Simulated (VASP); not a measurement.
# NiSb (Breithauptite) with r2SCAN + rVV10: from relaxation to properties, part 11 of 11

What structure does NiSb (Breithauptite) take at this level, and what are its properties? The start is a cell from a database of measured crystal structures.

VASP 6.6.1, plane waves and PAW; the level of theory is named at each step.

Still holding for the runs below: This run allows spin, but its moments start at zero, where symmetry between the spins tends to hold them, although Ni can carry a moment.

So far. Step 10 (Bands along the symmetry lines (r2SCAN + rVV10)): There is no gap at this level. Step 11 (Total and projected DOS (r2SCAN + rVV10)): The finer mesh and the other smearing move the Fermi level by +0.03 eV from the 7×7×5 run, a small shift, which tests the Fermi level alone. Of the states within 0.3 eV of the Fermi level, the largest shares in the PAW spheres are Ni d 54 %, Sb p 14 % and Ni p 6 %. The relaxed cell has a = 3.916, c = 5.109 Å (conventional setting).

The database entry behind the starting cell differs from later determinations by our own check (c about 0.3 % short), so it need not match the best structure at ambient conditions.

### 12. Vibrations at Γ (r2SCAN + rVV10) (continued)

Level of this step: r2SCAN with rVV10, zero-moment start; plane waves and PAW (Ni, Sb) (VASP).

Parts of OUTCAR (step 12):

```text
   k-points           NKPTS =     80   k-points in BZ     NKDIM =     80   number of bands    NBANDS=     23

   NELECT =      30.0000    total number of electrons

 E-fermi :  10.0899

 spin component 1
 k-point     1 :       0.0000    0.0000    0.0000
  band No.  band energies     occupation
    ...
      9       7.8268      1.00000
     10       7.8269      1.00000
     11       8.6517      1.00000
     12       8.6517      1.00000
     13       9.9950      0.85582
     14      10.6552     -0.00024
     15      10.6552     -0.00024
     16      12.6723     -0.00000
     17      12.6723     -0.00000
     18      13.6288     -0.00000
    ...

 k-point     2 :       0.0909    0.0000    0.0000
  band No.  band energies     occupation
    ...
     10       7.8479      1.00000
     11       8.6430      1.00000
     12       8.6519      1.00000
     13       9.8587      1.03467
     14       9.9608      0.93943
     15      10.2583      0.00002
     16      12.2016     -0.00000
     17      13.0412     -0.00000
     18      14.2329      0.00000
     19      14.6221      0.00000
    ...

  Total       -0.1072657     -0.1072657     -0.0675854      0.0000000      0.0000000      0.0000000
  in kB       -2.5325676     -2.5325676     -1.5957065      0.0000000      0.0000000      0.0000000
  external PRESSURE =      -2.2202806 kB  Pullay stress =       0.0000000 kB

 POSITION                                       TOTAL-FORCE (eV/Angst)
 -----------------------------------------------------------------------------------
      0.00000      0.00000      0.00000         0.000000      0.000000     -0.031222
      0.00000      0.00000      2.55441         0.000000      0.000000     -0.030611
     -0.00000      2.26110      1.26220        -0.000000     -0.000000      0.104564
      1.95817      1.13055      3.83161        -0.000000      0.000000     -0.042731
 -----------------------------------------------------------------------------------
    total drift:                               -0.000000     -0.000000     -0.000051

  FREE ENERGIE OF THE ION-ELECTRON SYSTEM (eV)
  ---------------------------------------------------
  free  energy   TOTEN  =       -75.6082422114 eV

  energy  without entropy=      -75.6123879564  energy(sigma->0) =      -75.60962413

 Eigenvectors and eigenvalues of the dynamical matrix
 ----------------------------------------------------

   1 f  =    7.838242 THz    49.249130 2PiTHz  261.455625 cm-1    32.416352 meV
             X         Y         Z           dx          dy          dz
      0.000000  0.000000  0.000000     0.000000   -0.000000    0.707107
      0.000000  0.000000  2.554409     0.000000   -0.000000   -0.707107
     -0.000000  2.261097  1.277204    -0.000000    0.000000   -0.000000
      1.958167  1.130548  3.831613     0.000000    0.000000   -0.000000

   2 f  =    6.539658 THz    41.089881 2PiTHz  218.139499 cm-1    27.045839 meV
             X         Y         Z           dx          dy          dz
      0.000000  0.000000  0.000000     0.000003    0.579882    0.000000
      0.000000  0.000000  2.554409     0.000003    0.579882   -0.000000
     -0.000000  2.261097  1.277204    -0.000002   -0.404644    0.000000
      1.958167  1.130548  3.831613    -0.000002   -0.404644    0.000000

   3 f  =    6.539658 THz    41.089881 2PiTHz  218.139499 cm-1    27.045839 meV
             X         Y         Z           dx          dy          dz
      0.000000  0.000000  0.000000    -0.579882    0.000003    0.000000
      0.000000  0.000000  2.554409    -0.579882    0.000003   -0.000000
     -0.000000  2.261097  1.277204     0.404644   -0.000002   -0.000000
      1.958167  1.130548  3.831613     0.404644   -0.000002   -0.000000

   4 f  =    4.971914 THz    31.239457 2PiTHz  165.845201 cm-1    20.562175 meV
             X         Y         Z           dx          dy          dz
      0.000000  0.000000  0.000000    -0.000000   -0.000000   -0.576808
      0.000000  0.000000  2.554409    -0.000000   -0.000000   -0.576808
     -0.000000  2.261097  1.277204     0.000000    0.000000    0.409014
      1.958167  1.130548  3.831613    -0.000000   -0.000000    0.409014

   5 f  =    4.439702 THz    27.895473 2PiTHz  148.092530 cm-1    18.361125 meV
             X         Y         Z           dx          dy          dz
      0.000000  0.000000  0.000000     0.000000    0.000000   -0.000000
      0.000000  0.000000  2.554409     0.000000    0.000000   -0.000000
     -0.000000  2.261097  1.277204    -0.000000   -0.000000   -0.707107
      1.958167  1.130548  3.831613     0.000000    0.000000    0.707107

   6 f  =    4.091229 THz    25.705947 2PiTHz  136.468693 cm-1    16.919954 meV
             X         Y         Z           dx          dy          dz
      0.000000  0.000000  0.000000     0.000000   -0.000000   -0.000000
      0.000000  0.000000  2.554409    -0.000000    0.000000   -0.000000
     -0.000000  2.261097  1.277204    -0.000013   -0.707107    0.000000
      1.958167  1.130548  3.831613     0.000013    0.707107   -0.000000

   7 f  =    4.091229 THz    25.705947 2PiTHz  136.468693 cm-1    16.919954 meV
             X         Y         Z           dx          dy          dz
      0.000000  0.000000  0.000000    -0.000000    0.000000   -0.000000
      0.000000  0.000000  2.554409     0.000000   -0.000000    0.000000
     -0.000000  2.261097  1.277204    -0.707107    0.000013    0.000000
      1.958167  1.130548  3.831613     0.707107   -0.000013   -0.000000

   8 f  =    4.029124 THz    25.315731 2PiTHz  134.397100 cm-1    16.663109 meV
             X         Y         Z           dx          dy          dz
      0.000000  0.000000  0.000000     0.000007   -0.707107    0.000000
      0.000000  0.000000  2.554409    -0.000007    0.707107   -0.000000
     -0.000000  2.261097  1.277204    -0.000000    0.000000   -0.000000
      1.958167  1.130548  3.831613     0.000000   -0.000000   -0.000000

   9 f  =    4.029124 THz    25.315731 2PiTHz  134.397100 cm-1    16.663109 meV
             X         Y         Z           dx          dy          dz
      0.000000  0.000000  0.000000    -0.707107   -0.000007    0.000000
      0.000000  0.000000  2.554409     0.707107    0.000007   -0.000000
     -0.000000  2.261097  1.277204     0.000000   -0.000000    0.000000
      1.958167  1.130548  3.831613    -0.000000    0.000000    0.000000

  10 f/i=    0.015438 THz     0.096998 2PiTHz    0.514949 cm-1     0.063846 meV
             X         Y         Z           dx          dy          dz
      0.000000  0.000000  0.000000    -0.395079    0.087462    0.000000
      0.000000  0.000000  2.554409    -0.395079    0.087462    0.000000
     -0.000000  2.261097  1.277204    -0.566174    0.125338    0.000000
      1.958167  1.130548  3.831613    -0.566174    0.125338    0.000000

  11 f/i=    0.015438 THz     0.096998 2PiTHz    0.514949 cm-1     0.063846 meV
             X         Y         Z           dx          dy          dz
      0.000000  0.000000  0.000000    -0.087462   -0.395079   -0.000000
      0.000000  0.000000  2.554409    -0.087462   -0.395079   -0.000000
     -0.000000  2.261097  1.277204    -0.125338   -0.566174   -0.000000
      1.958167  1.130548  3.831613    -0.125338   -0.566174   -0.000000

  12 f/i=    0.049300 THz     0.309760 2PiTHz    1.644465 cm-1     0.203888 meV
             X         Y         Z           dx          dy          dz
      0.000000  0.000000  0.000000     0.000000   -0.000000    0.409014
      0.000000  0.000000  2.554409     0.000000   -0.000000    0.409014
     -0.000000  2.261097  1.277204     0.000000   -0.000000    0.576808
      1.958167  1.130548  3.831613     0.000000   -0.000000    0.576808

 ELASTIC MODULI CONTR FROM IONIC RELAXATION (kBar)
 Direction    XX          YY          ZZ          XY          YZ          ZX
 --------------------------------------------------------------------------------
 XX        -267.3257    267.3257     -0.0000      0.0000      0.0000      0.0000
 YY         267.3257   -267.3257      0.0000     -0.0000     -0.0000      0.0000
 ZZ          -0.0000      0.0000     -0.0000      0.0000     -0.0000      0.0000
 XY           0.0000     -0.0000      0.0000   -267.3257     -0.0000      0.0000
 YZ           0.0000     -0.0000     -0.0000     -0.0000     -0.0000      0.0000
 ZX           0.0000      0.0000      0.0000      0.0000      0.0000      0.0000
 --------------------------------------------------------------------------------

 magnetization (x)
# of ion       s       p       d       tot
------------------------------------------
    1        0.000  -0.000  -0.000  -0.000
    2        0.000  -0.000  -0.000  -0.000
    3        0.000   0.000  -0.000   0.000
    4        0.000   0.000  -0.000   0.000
--------------------------------------------------
tot          0.000   0.000  -0.000  -0.000

[... 7 parts as in an earlier step ...]

[... 9 further parts left out ...]
```

CONTCAR:

```
NiSb
   1.00000000000000
     3.9163346525999998    0.0000000000000000    0.0000000000000000
    -1.9581673262999999    3.3916452988999999    0.0000000000000000
     0.0000000000000000    0.0000000000000000    5.1088173777000003
  Ni              Sb
     2     2
Direct
     0.0000000000000000    0.0000000000000000    0.0000000000000000
     0.0000000000000000    0.0000000000000000    0.5000000000000000
     0.3333333332999971    0.6666666667000030    0.2470638997460596
     0.6666666667000030    0.3333333332999970    0.7500000000000000
```

The last energy, forces, stress and levels in OUTCAR belong to the last displaced cell, not to the cell of POSCAR.

This step gave:

```yaml
bands: 23
irreducible_k_points: 80
pressure_of_the_cell: -0.2292 GPa
largest_force_of_the_cell: 0 eV/Å
```

Modes at Γ, with each element's share of the kinetic energy:

| mode | frequency (cm⁻¹) | symmetry | Ni % | Sb % |
| --- | --- | --- | --- | --- |
| 1 | -1.6 | acoustic | 33 | 67 |
| 2 | -0.5 | acoustic | 33 | 67 |
| 3 | -0.5 | acoustic | 33 | 67 |
| 4 | 134.4 | E2u | 100 | 0 |
| 5 | 134.4 | E2u | 100 | 0 |
| 6 | 136.5 | E2g | 0 | 100 |
| 7 | 136.5 | E2g | 0 | 100 |
| 8 | 148.1 | Bg | 0 | 100 |
| 9 | 165.8 | A2u | 67 | 33 |
| 10 | 218.1 | E1u | 67 | 33 |
| 11 | 218.1 | E1u | 67 | 33 |
| 12 | 261.5 | Bu | 100 | 0 |

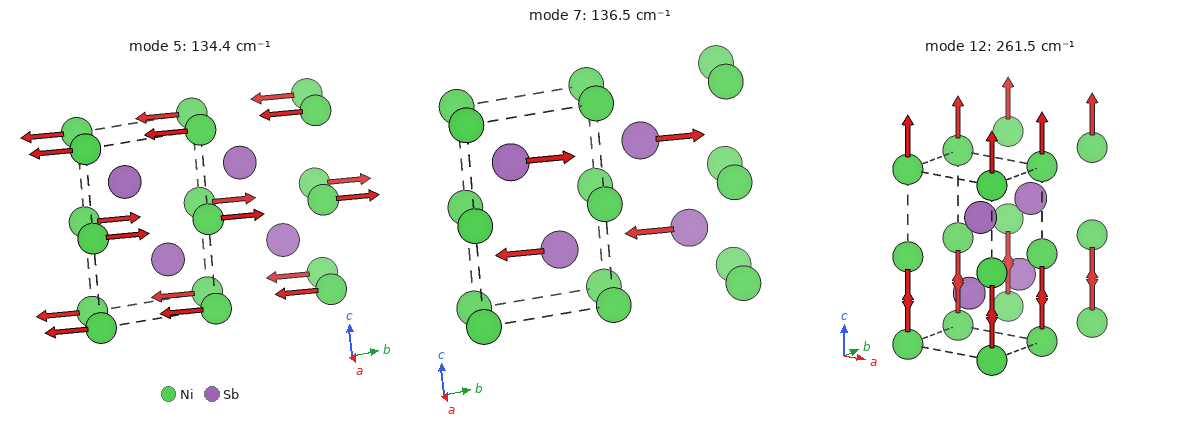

Displacement patterns of modes 5, 7 and 12 at Γ; arrows are exaggerated. 1×2×1 cells are drawn. Some periodic images of atoms are drawn too.

The three acoustic modes lie within 1.6 cm⁻¹ of zero, and all others are real. By the characters of their eigenvectors the optical modes sort into (cm⁻¹) Raman active: E2g 136; infrared active: A2u 166, E1u 218; silent: E2u 134, Bg 148, Bu 261. B labels carry no number here, since it depends on the setting of the axes. With a centre of inversion no mode is active in both.

### 13. Summary of results

```
relaxed volume                            : 16.96 Å³/atom
relaxed conventional cell a, b, c         : 3.916, 3.916, 5.109 Å; angles 90.0, 90.0, 120.0°
space group after relaxing, within 0.02 Å : P6_3/mmc (No. 194)
moment of the cell                        : 0 μB
band gap                                  : none, a metal
DOS at the Fermi level                    : 1.60 states/eV/cell
highest zone-centre mode                  : 261 cm⁻¹
```

With r2SCAN + rVV10, NiSb (Breithauptite) relaxes to 16.96 Å³/atom in space group P6_3/mmc (held by the symmetry of the run) and comes out as a metal. Against the listed cell the volume lies -0.8 % (a -0.3 %, c -0.2 %). Bands along the symmetry lines (r2SCAN + rVV10): Of the bands kept, 4 cross the Fermi level on this path. Vibrations at Γ (r2SCAN + rVV10): The highest mode in this list at Γ, 261.5 cm⁻¹, is mostly motion of Ni (100 % of the kinetic energy). Spin-orbit coupling is left out, and with elements this heavy it would split and shift bands near the Fermi level. The k-sampling is coarse for a metal, so the Fermi level, pressures and the shape of the cell carry errors. Modes at Γ alone can't show that the crystal is stable at other wave vectors. No search among competing phases was made, and a listed structure need not be the one stable at ambient conditions. All values are for a static lattice at zero temperature.

[Lines on the potential files, build, host, timing and source positions are cut from VASP's logs without a mark.]

[Logs are printed without paths, hosts, clocks, repeated set-up lines and the standing remarks that a program may print on its own settings, such as how far it seeks lower states.]

[Hosts, paths, dates, database ids (printed as entryN), source tags and the programs' standing remarks are cut or masked in the printed files.]

[A measured line is paired with the nearest computed mode of its activity, which favours agreement.]
